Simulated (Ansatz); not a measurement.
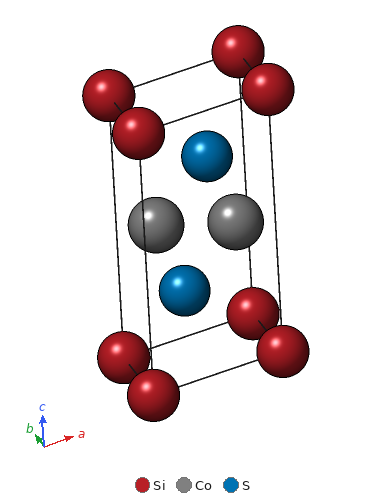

Spheres-only drawing of the structure, looking slightly off an axis. The box is the simulation cell; atoms on or close to its faces, edges and corners are drawn wherever they repeat.

Electronic-structure method: Ansatz 0.2.0, DFT, PAW plane waves, PBE, spin-orbit. Parameters: plane waves to 420 eV, a 5×5×5 grid in reciprocal space, Fermi-Dirac smearing of 0.1 eV, spinor wavefunctions.

How charged are the atoms, by the Bader scheme?

Co +0.42 e; Si +0.49 e; S -0.67 e.

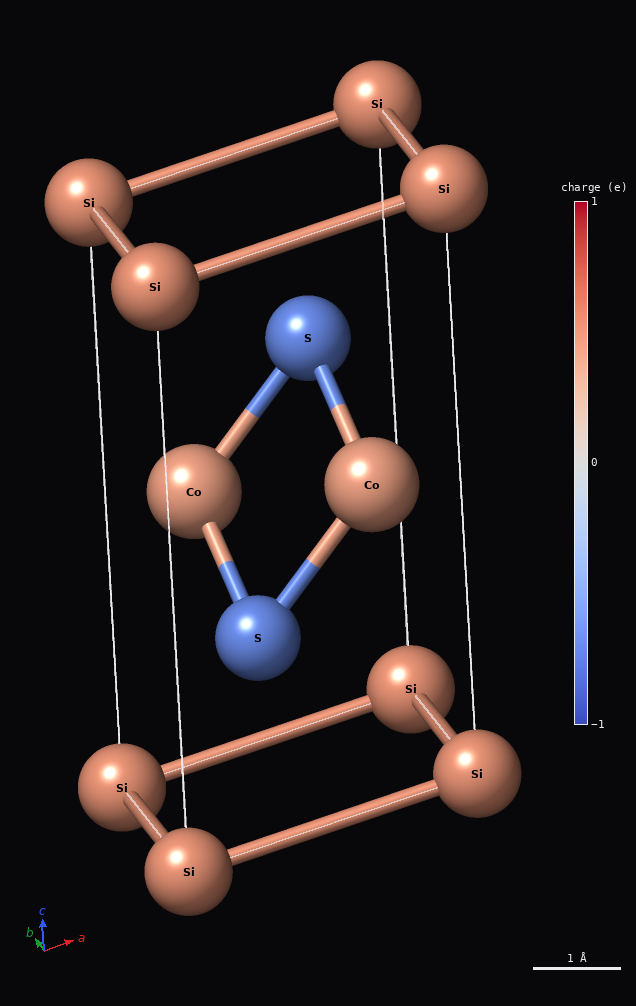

The atoms coloured by those charges.

Provenance: a generated cell, made by putting these elements into a known structure type (the compound may or may not exist in this form). The atoms were relaxed in a fixed cell with Ansatz, DFT, PAW plane waves, PBE, spin-orbit.
